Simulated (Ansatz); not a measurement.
# C2H4FNOSi: a ladder of functionals and wavefunction methods, part 2 of 2

Ansatz 0.2.0, Gaussian basis; functionals in def2-TZVPP, the program's frozen cores in correlated methods. Earlier steps stand in the parts before.

## Step 17: ωB97M-V (range-separated)

in.yaml reads:

```yaml
crystal:
  periodic: [false, false, false]
  atoms:
    - {symbol: O, position_ang: [-0.160348, -2.104964, -0.499166]}
    - {symbol: Si, position_ang: [0.463405, -0.596307, -0.405671]}
    - {symbol: C, position_ang: [0.284598, 0.516541, 1.110204]}
    - {symbol: N, position_ang: [-0.409562, 1.532312, 0.261288]}
    - {symbol: C, position_ang: [-0.525998, 0.936469, -0.852834]}
    - {symbol: F, position_ang: [-1.131058, 1.502667, -1.881533]}
    - {symbol: H, position_ang: [-1.046334, -2.258616, -0.166986]}
    - {symbol: H, position_ang: [1.799276, -0.692892, -1.036333]}
    - {symbol: H, position_ang: [1.184552, 0.936227, 1.563061]}
    - {symbol: H, position_ang: [-0.375231, 0.177463, 1.910869]}
basis:
  gaussian: {orbitals: def2-TZVPP}
hamiltonian: {xc: {name: wB97M-V}}
output: {forces: true, orbitals: {seedname: orbitals}}
```

Run with:

```
$ ansatz run in.yaml --threads 4 --pin off --events-out ev --progress --plain --max-ram 10444MiB
```

What it wrote, shortened:

```text
Functional definition: wB97M-V
  name "wB97M-V"
  cite "Mardirossian & Head-Gordon, J. Chem. Phys. 144, 214110 (2016) doi:10.1063/1.4952647"
  cite "Becke, J. Chem. Phys. 107, 8554 (1997) doi:10.1063/1.475007"
  cite "Vydrov & Van Voorhis, J. Chem. Phys. 133, 244103 (2010) doi:10.1063/1.3521275"
  # Of w^i u^j: cxij and so on, Table III.
[...]
  gx(w, u) = 1 - cx + cx01*u + cx10*w
[...]
Atom 6 at    -1.046334    -2.258616    -0.166986 Å, force     0.025853    -0.014519    -0.013208 eV/Å
Atom 7 at     1.799276    -0.692892    -1.036333 Å, force    -0.173364     0.009690     0.078636 eV/Å
Atom 8 at     1.184552     0.936227     1.563061 Å, force    -0.081490    -0.040937    -0.041500 eV/Å
Atom 9 at    -0.375231     0.177463     1.910869 Å, force     0.058647     0.029254    -0.070391 eV/Å
Dipole moment:     0.026366    -0.488595     0.249460 e Å
```

Run time: 9 s. Hardware: 4 threads of Arm Neoverse V2, shared host; peak memory 0.91 GiB.

Atomisation energy: 4024.7 kJ/mol (free atoms -16229.871 eV, run apart). HOMO -9.80 eV, LUMO 1.07 eV.

## Step 18: B2PLYP (double hybrid)

in.yaml, as its differences from that of step 17:

```diff
@@ -15,3 +15,2 @@
   gaussian: {orbitals: def2-TZVPP}
-hamiltonian: {xc: {name: wB97M-V}}
-output: {forces: true, orbitals: {seedname: orbitals}}
+hamiltonian: {xc: {name: B2PLYP}}
```

Launched as before.

What it wrote, shortened:

```text
Functional definition: B2PLYP
  name "B2PLYP"
  cite "Grimme, J. Chem. Phys. 124, 034108 (2006) doi:10.1063/1.2148954"
  cite "Becke, Phys. Rev. A 38, 3098 (1988) doi:10.1103/PhysRevA.38.3098"
  cite "Lee, Yang & Parr, Phys. Rev. B 37, 785 (1988) doi:10.1103/PhysRevB.37.785"
[...]
1557 factors; integrals over basis functions are off by at most 9.9e-4 eV
[...]
mean field -16255.65619245 eV, -597.3843465931 hartree, gradient 3.4e-6 eV, S^2 0.000000; 0 other end points of the search recorded, 0 dependent functions left out
10 core orbitals not correlated: weight in the atoms' cores, before any rotation towards them, 1.000 or more for the frozen orbitals, at most 0.000 for the correlated occupied ones
reference -16255.65635026 eV, -597.3843523925 hartree; 17, 17 occupied and 226, 226 virtual orbitals, 1557 factors
second order -36.78842361 eV of doubles, -0.00000000 eV of singles
Total energy: -16265.58922463 eV, -597.7493787930 hartree
```

Wall time 4.6 s (4 threads of Arm Neoverse V2, shared host); peak memory 0.69 GiB.

Atomisation energy: 3958.6 kJ/mol (free atoms -16224.561 eV, run apart).

## Step 19: PBE-QIDH (double hybrid)

in.yaml, as its differences from that of step 18:

```diff
@@ -15,2 +15,2 @@
   gaussian: {orbitals: def2-TZVPP}
-hamiltonian: {xc: {name: B2PLYP}}
+hamiltonian: {xc: {name: PBE-QIDH}}
```

The command is unchanged.

What it wrote, shortened:

```text
Functional definition: PBE-QIDH
  name "PBE-QIDH"
  cite "Brémond, Sancho-García, Pérez-Jiménez & Adamo, J. Chem. Phys. 141, 031101 (2014) doi:10.1063/1.4890314"
  cite "Perdew, Burke & Ernzerhof, Phys. Rev. Lett. 77, 3865 (1996) doi:10.1103/PhysRevLett.77.3865"
[...]
1557 factors; integrals over basis functions are off by at most 9.9e-4 eV
[...]
mean field -16247.36165665 eV, -597.0795280247 hartree, gradient 2.2e-6 eV, S^2 0.000000; 0 other end points of the search recorded, 0 dependent functions left out
10 core orbitals not correlated: weight in the atoms' cores, before any rotation towards them, 1.000 or more for the frozen orbitals, at most 0.000 for the correlated occupied ones
reference -16247.36166799 eV, -597.0795284413 hartree; 17, 17 occupied and 226, 226 virtual orbitals, 1557 factors
second order -34.13524702 eV of doubles, -0.00000000 eV of singles
Total energy: -16258.74008366 eV, -597.4976775048 hartree
```

Run time: 5 s. Hardware: 4 threads of Arm Neoverse V2, shared host; peak memory 0.69 GiB.

Atomisation energy: 3969.9 kJ/mol (free atoms -16217.595 eV, run apart).

## Step 20: Frontier levels by functional

Dipoles come from the runs that computed forces. Levels, from each run's orbital file:

```
  functional  HOMO (eV)  LUMO (eV)  gap (eV)  dipole (D)
 LDA (SPW92)      -6.24      -2.20      4.04            
      PBE-D4      -6.08      -1.94      4.15        2.41
   revPBE-D4      -6.01      -1.83      4.18            
     BLYP-D4      -5.98      -1.81      4.18            
   r2SCAN-D4      -6.35      -1.73      4.62        2.51
      B97M-V      -6.48      -1.72      4.76            
     PBE0-D4      -7.50      -0.94      6.56            
    B3LYP-D4      -7.29      -1.18      6.10        2.59
  r2SCANh-D4      -6.88      -1.36      5.52            
  r2SCAN0-D4      -7.69      -0.81      6.88            
    HSE06-D4      -7.10      -1.32      5.78            
    BHLYP-D4      -8.87       0.09      8.96            
CAM-B3LYP-D4      -8.93       0.17      9.09            
     LC-ωPBE     -10.25       1.39     11.64            
     ωB97X-V      -9.90       1.28     11.18            
     ωB97M-V      -9.80       1.07     10.87        2.64
```

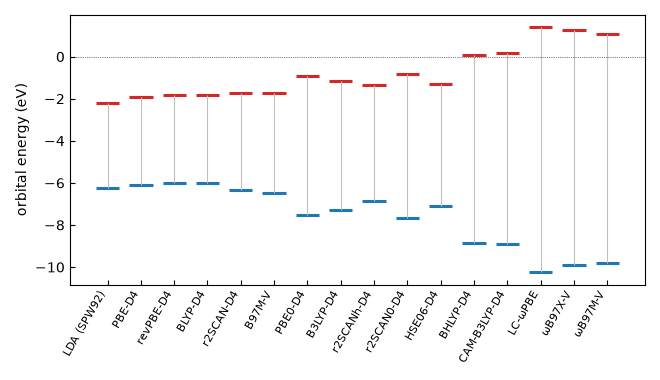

Highest occupied (blue) and lowest empty (red) level by functional.

## Step 21: CCSD(T) in def2-SVP

in.yaml, as its differences from that of step 19:

```diff
@@ -14,3 +14,3 @@
 basis:
-  gaussian: {orbitals: def2-TZVPP}
-hamiltonian: {xc: {name: PBE-QIDH}}
+  gaussian: {orbitals: def2-SVP}
+correlation: {method: ccsd_t}
```

Same command.

What it wrote, shortened:

```text
Functional definition: HF
  name "HF"
  cite "Fock, Z. Phys. 61, 126 (1930) doi:10.1007/BF01340294"
  parent pbe
[...]
1066 factors; integrals over basis functions are off by at most 1.1e-3 eV
[...]
mean field -16201.83844880 eV, -595.4065809927 hartree, gradient 8.9e-6 eV, S^2 0.000000; 0 other end points of the search recorded, 0 dependent functions left out
10 core orbitals not correlated: weight in the atoms' cores, before any rotation towards them, 1.000 or more for the frozen orbitals, at most 0.000 for the correlated occupied ones
reference -16201.83844880 eV, -595.4065809927 hartree; 17, 17 occupied and 81, 81 virtual orbitals, 1066 factors
second order -23.97354305 eV of doubles, -0.00000000 eV of singles
cycle   1  -24.15855598 eV  change   -1.9e-1 eV  update   1.2e-1
[...]
cycle   9  -24.93336601 eV  change   -6.4e-6 eV  update   3.3e-5
perturbative correction -0.76966597 eV, -0.0282847026 hartree
Total energy: -16227.54148078 eV, -596.3511499959 hartree
```

It took 5.5 s on 4 threads of Arm Neoverse V2, shared host; peak memory 0.54 GiB.

## Step 22: CCSD(T) in def2-TZVPP

in.yaml, as its differences from that of step 21:

```diff
@@ -14,3 +14,4 @@
 basis:
-  gaussian: {orbitals: def2-SVP}
+  gaussian: {orbitals: def2-TZVPP}
 correlation: {method: ccsd_t}
+output: {orbitals: {seedname: orbitals}}
```

Same command.

What it wrote, shortened:

```text
Functional definition: HF
  name "HF"
  cite "Fock, Z. Phys. 61, 126 (1930) doi:10.1007/BF01340294"
  parent pbe
[...]
1557 factors; integrals over basis functions are off by at most 9.9e-4 eV
[...]
mean field -16215.13472109 eV, -595.8952099869 hartree, gradient 1.7e-6 eV, S^2 0.000000; 0 other end points of the search recorded, 0 dependent functions left out
10 core orbitals not correlated: weight in the atoms' cores, before any rotation towards them, 1.000 or more for the frozen orbitals, at most 0.000 for the correlated occupied ones
reference -16215.13472109 eV, -595.8952099869 hartree; 17, 17 occupied and 226, 226 virtual orbitals, 1557 factors
second order -30.35409673 eV of doubles, -0.00000000 eV of singles
cycle   1  -30.08581794 eV  change    2.7e-1 eV  update   1.2e-1
[...]
cycle   9  -30.97875878 eV  change   -2.3e-5 eV  update   4.2e-5
perturbative correction -1.30416839 eV, -0.0479273045 hartree
Total energy: -16247.41764826 eV, -597.0815856785 hartree
```

It took 2.7 min on 4 threads of Arm Neoverse V2, shared host; peak memory 5.9 GiB.

## Step 23: MP2 in def2-QZVPP

in.yaml, as its differences from that of step 22:

```diff
@@ -14,4 +14,3 @@
 basis:
-  gaussian: {orbitals: def2-TZVPP}
-correlation: {method: ccsd_t}
-output: {orbitals: {seedname: orbitals}}
+  gaussian: {orbitals: "def2-QZVPP.json"}
+correlation: {method: mp2}
```

Launched as before.

What it wrote, shortened:

```text
Functional definition: HF
  name "HF"
  cite "Fock, Z. Phys. 61, 126 (1930) doi:10.1007/BF01340294"
  parent pbe
[...]
2905 factors; integrals over basis functions are off by at most 8.2e-4 eV
[...]
mean field -16215.76416449 eV, -595.9183416053 hartree, gradient 2.2e-6 eV, S^2 0.000000; 0 other end points of the search recorded, 0 dependent functions left out
10 core orbitals not correlated: weight in the atoms' cores, before any rotation towards them, 1.000 or more for the frozen orbitals, at most 0.000 for the correlated occupied ones
reference -16215.76416449 eV, -595.9183416053 hartree; 17, 17 occupied and 448, 448 virtual orbitals, 2905 factors
second order -32.72716235 eV of doubles, -0.00000000 eV of singles
Total energy: -16248.49132684 eV, -597.1210426384 hartree
```

Wall time 20 s (4 threads of Arm Neoverse V2, shared host); peak memory 3 GiB.

The pieces so far (eV):

```
     basis           HF  MP2 correlation  CCSD correlation      (T)              total
  def2-SVP  -16201.8384         -23.9735          -24.9334  -0.7697        -16227.5415
def2-TZVPP  -16215.1347         -30.3541          -30.9788  -1.3042        -16247.4176
def2-QZVPP  -16215.7642         -32.7272                             -16248.4913 (MP2)
```

The report of the def2-TZVPP run gives T1 = 0.0132.

## Step 24: The basis-set limit

No new run: Hartree-Fock is extrapolated as exp(−7.88√X) and correlation as X^−2.97, with X = 3 and 4; only MP2 was run in the larger set, so CCSD(T) minus MP2 is added from the smaller one.

```
  level  energy at the limit (eV)
     HF               -16215.8509
    MP2               -16250.3359
   CCSD               -16250.9605
CCSD(T)               -16252.2647
```

## Step 25: RPA on PBE orbitals

in.yaml, as its differences from that of step 23:

```diff
@@ -14,3 +14,4 @@
 basis:
-  gaussian: {orbitals: "def2-QZVPP.json"}
-correlation: {method: mp2}
+  gaussian: {orbitals: def2-TZVPP}
+hamiltonian: {xc: pbe}
+correlation: {method: rpa}
```

The command is unchanged.

What it wrote, shortened:

```text
Functional definition: PBE
  name "PBE"
  cite "Perdew, Burke & Ernzerhof, Phys. Rev. Lett. 77, 3865 (1996) doi:10.1103/PhysRevLett.77.3865"
  parent pbe
[...]
1557 factors; integrals over basis functions are off by at most 9.9e-4 eV
[...]
mean field -16261.41955732 eV, -597.5961463453 hartree, gradient 3.1e-6 eV, S^2 0.000000; 0 other end points of the search recorded, 0 dependent functions left out
10 core orbitals not correlated: weight in the atoms' cores, before any rotation towards them, 1.000 or more for the frozen orbitals, at most 0.000 for the correlated occupied ones
reference -16213.07852973 eV, -595.8196463483 hartree; 17, 17 occupied and 226, 226 virtual orbitals, 1557 factors
Total energy: -16260.62960686 eV, -597.5671162015 hartree
```

Wall time 5.5 s (4 threads of Arm Neoverse V2, shared host); peak memory 0.62 GiB.

RPA correlation: -47.551 eV. No RPA run of the hydrogen atom was made, so RPA has no atomisation energy below.

## Step 26: All levels against the reference

Atomisation energy = energies of 1 O, 1 Si, 2 C, 1 N, 1 F, 4 H (separate runs, same level) minus the molecule's; electronic only, no spin-orbit term.

Differences are taken before rounding.

```
            method             rung  atoms, summed (eV)  atomisation energy (kJ/mol)  from CCSD(T)/CBS (kJ/mol)     time
       LDA (SPW92)              LDA          -16131.040                       4716.2                     +714.3    1.1 s
            PBE-D4              GGA          -16218.646                       4148.4                     +146.6    2.1 s
         revPBE-D4              GGA          -16229.330                       4018.2                      +16.4    1.7 s
           BLYP-D4              GGA          -16231.487                       4027.2                      +25.4    1.8 s
         r2SCAN-D4         meta-GGA          -16228.165                       4012.8                      +10.9    3.9 s
            B97M-V         meta-GGA          -16229.202                       4006.3                       +4.5    7.5 s
           PBE0-D4           hybrid          -16220.788                       4019.0                      +17.2    2.5 s
          B3LYP-D4           hybrid          -16234.042                       3994.4                       -7.4    3.9 s
        r2SCANh-D4           hybrid          -16228.073                       3969.7                      -32.1    4.2 s
        r2SCAN0-D4           hybrid          -16227.948                       3908.1                      -93.8    4.3 s
          HSE06-D4           hybrid          -16220.170                       4023.4                      +21.5    2.7 s
          BHLYP-D4           hybrid          -16231.029                       3815.3                     -186.5    2.5 s
      CAM-B3LYP-D4  range-separated          -16230.202                       4021.1                      +19.2    2.8 s
           LC-ωPBE  range-separated          -16225.325                       4013.4                      +11.5    2.2 s
           ωB97X-V  range-separated          -16228.911                       4025.4                      +23.6      6 s
           ωB97M-V  range-separated          -16229.871                       4024.7                      +22.9      9 s
            B2PLYP    double hybrid          -16224.561                       3958.6                      -43.2    4.6 s
          PBE-QIDH    double hybrid          -16217.595                       3969.9                      -31.9      5 s
     HF/def2-TZVPP     wavefunction          -16187.107                       2704.3                    -1297.6         
    MP2/def2-TZVPP     wavefunction          -16204.048                       3998.4                       -3.4         
   CCSD/def2-TZVPP     wavefunction          -16206.874                       3786.0                     -215.8         
  CCSD(T)/def2-SVP     wavefunction          -16189.071                       3711.8                     -290.0    5.5 s
CCSD(T)/def2-TZVPP     wavefunction          -16207.285                       3872.2                     -129.6  2.7 min
           MP2/CBS     wavefunction          -16207.552                       4128.0                     +126.2         
       CCSD(T)/CBS     wavefunction          -16210.789                       4001.8                          0    3 min
```

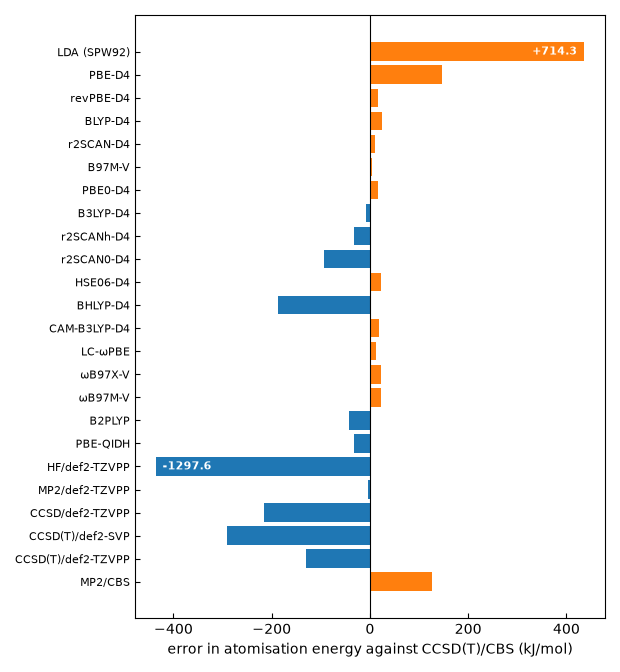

Deviations from CCSD(T)/CBS, method by method. Bars with a number in them are cut short.

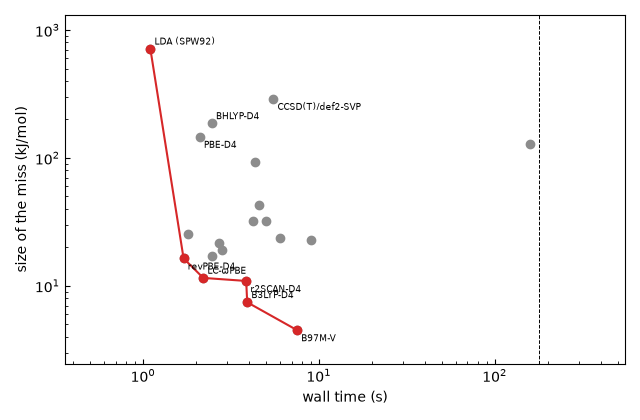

Accuracy for the time spent; red marks the levels that beat every quicker one drawn (of those quicker than the yardstick), and the dashed line is the time of CCSD(T)/CBS. Only those levels and the largest misses are named. Times are from a shared host.

LDA (SPW92), LC-ωPBE, B2PLYP, PBE-QIDH carry no dispersion term (for B3LYP, D4 adds 34.4 kJ/mol).

Times are those of the molecule's run; HF, MP2 and CCSD come out of the CCSD(T) runs, and the limit's time is the sum of the runs that it needs.

## Step 27: What came out

This closing draws on all 2 parts.

| quantity | value |
| --- | --- |
| atomisation energy, CCSD(T)/CBS | 4001.8 kJ/mol |
| functionals within 20.0 kJ/mol (0.5 %) | revPBE-D4, r2SCAN-D4, B97M-V, PBE0-D4, B3LYP-D4, CAM-B3LYP-D4, LC-ωPBE |
| farthest beyond LDA | BHLYP-D4 (-186.5 kJ/mol) |
| mean size of error, GGA | 62.8 kJ/mol |
| mean size of error, meta-GGA | 7.7 kJ/mol |
| mean size of error, hybrid | 59.8 kJ/mol |
| mean size of error, range-separated | 19.3 kJ/mol |
| mean size of error, double hybrid | 37.6 kJ/mol |
| gap, smallest and largest | 4.04 eV (LDA (SPW92)), 11.64 eV (LC-ωPBE) |
| T1 diagnostic | 0.0132 |
| triples share of the correlation energy | 4.0 % |

What this shows: The LDA atomisation energy is off by 714.3 kJ/mol (18 %): it overbinds. PBE-D4 is off by +146.6 kJ/mol. Double hybrids carry the basis error of their MP2 part in triple zeta, and no dispersion term here, so their miss is partly the set-up's. The rungs meta-GGA, range-separated miss on average by less than the doubt on the reference (20.0 kJ/mol), so they tie. The reference freezes the cores and leaves out relativity and excitations past (T), so misses under about 20.0 kJ/mol can't be ranked. Hartree-Fock recovers 68 % of the binding; the rest is correlation. CCSD(T) in def2-SVP is off by -290.0 kJ/mol, worse than the median functional, from the basis alone. Orbital gaps span 4.0 to 11.6 eV; exact exchange widens them.

B97M-V reaches 4.5 kJ/mol from the reference in 7.5 s, where CCSD(T)/CBS took 3 min; the quickest level in the cost chart, LDA (SPW92), takes 1.1 s and misses by 714.3 kJ/mol.
